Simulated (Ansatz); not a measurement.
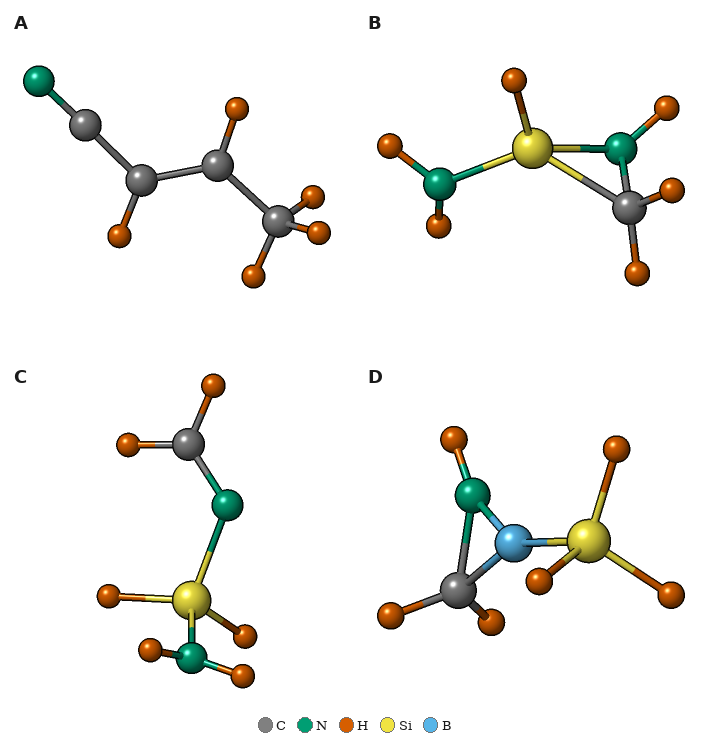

Source: calculation with Ansatz.

```xyz
10
charge 0, multiplicity 1
C    -1.7665    0.8394   -0.3691
N    -0.7708    0.2105   -0.8089
Si    0.3118   -0.7043    0.2180
N     1.9481   -0.2290    0.1016
H    -2.4206    1.3983   -1.0499
H    -2.0519    0.8788    0.6962
H    -0.0997   -0.5437    1.6444
H     0.2015   -2.1111   -0.2360
H     2.4697   -0.4075   -0.7413
H     2.2614    0.6175    0.5482
```

> Which panel shows the molecule in this file?

C. The file holds CH6N2Si, `C=N[SiH2]N`.
